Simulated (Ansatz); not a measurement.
Formation energy of the localised charge states of Ga vacancy + O vacancy (V_Ga+V_O) in beta Ga2O3 (start: the Ga(1) site; O(1) 1.86 Å away; 120-site cell, 2×2×2 shifted sampling) against the Fermi level, Ga-rich (Δμ(Ga) = 0.00 eV, Δμ(O) = -3.04 eV; only phases computed here count, gases as isolated molecules at 0 K). All values below come from PBE, PAW (plane waves to 420 eV; Ansatz, a quantum-chemistry and plane-wave program).

Charges with a result: +1, 0, −1. Others weren't obtained, and one of them could lie lower, also by skipping a charge.

Details: 120-site cell; 2×2×2 shifted k-points; host gap 2.01 eV; charged states image-corrected; energies good to tenths of an eV; flagged in the runs: a host whose relaxation on this sampling wasn't shown to rest.

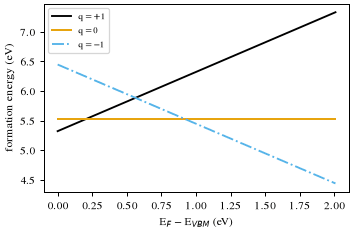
Formation energy of each charge state against the Fermi level

Crossings of the lowest lines: (+1/0) at 0.21 eV; (0/−1) at 0.91 eV. At the valence-band maximum: q = +1: 5.32 eV; q = 0: 5.53 eV; q = −1: 6.45 eV.
